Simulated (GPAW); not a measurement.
Band structure of TiC (Fm-3m, 2 atoms in the cell).

```yaml
crystal:
  lattice:
    - [0.00000, 2.17799, 2.17799]
    - [2.17799, 0.00000, 2.17799]
    - [2.17799, 2.17799, 0.00000]
  atoms:
    - { symbol: Ti, position: [0.00000, 0.00000, 0.00000] }
    - { symbol: C, position: [0.50000, 0.50000, 0.50000] }
```

Level of theory: PBE, GPAW PAW datasets PBE (gpaw-data 1.0.1) (plane waves; GPAW).

Settings: mode = pw; ecut = 950 eV; xc = PBE; kpts = 13 13 13; mesh shift (steps) = 0 0 0; occupations.name = methfessel-paxton; occupations.width = 0.2 eV; occupations.order = 0; nbands = -6; convergence.density = 1e-05 e/electron; convergence.energy = 1e-05 eV/electron; symmetry.symmorphic = false; symmetry.tolerance = 0.0005; maxiter = 150.

The starting cell has typed, rounded lattice constants, without a prior relaxation at this level. Its lattice was rescaled by a random factor within 2.5 % of one. Spin polarisation is off.

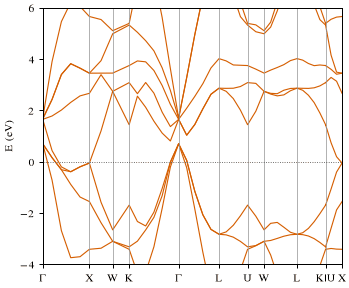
Figure. Bands along the path, energies from the Fermi level.

Levels in eV from the Fermi level, bands 5 to 12:
```json
[
 {"point": "Γ", "5": "-12.31", "6": "0.70", "7": "0.70", "8": "0.70", "9": "1.65", "10": "1.65", "11": "1.65", "12": "1.70"},
 {"point": "X", "5": "-10.04", "6": "-3.42", "7": "-1.55", "8": "-0.05", "9": "-0.05", "10": "2.67", "11": "3.45", "12": "3.45"},
 {"point": "W", "5": "-9.47", "6": "-3.11", "7": "-3.11", "8": "-2.66", "9": "2.74", "10": "2.74", "11": "3.46", "12": "4.99"},
 {"point": "K", "5": "-9.54", "6": "-3.42", "7": "-3.32", "8": "-1.69", "9": "1.44", "10": "3.08", "11": "3.75", "12": "5.33"},
 {"point": "L", "5": "-8.92", "6": "-5.75", "7": "-2.83", "8": "-2.83", "9": "2.87", "10": "2.87", "11": "4.02", "12": "8.01"},
 {"point": "U", "5": "-9.54", "6": "-3.42", "7": "-3.32", "8": "-1.69", "9": "1.44", "10": "3.08", "11": "3.75", "12": "5.33"}
]
```

Bands cross the Fermi level along this path, so the cell is metallic at this level.
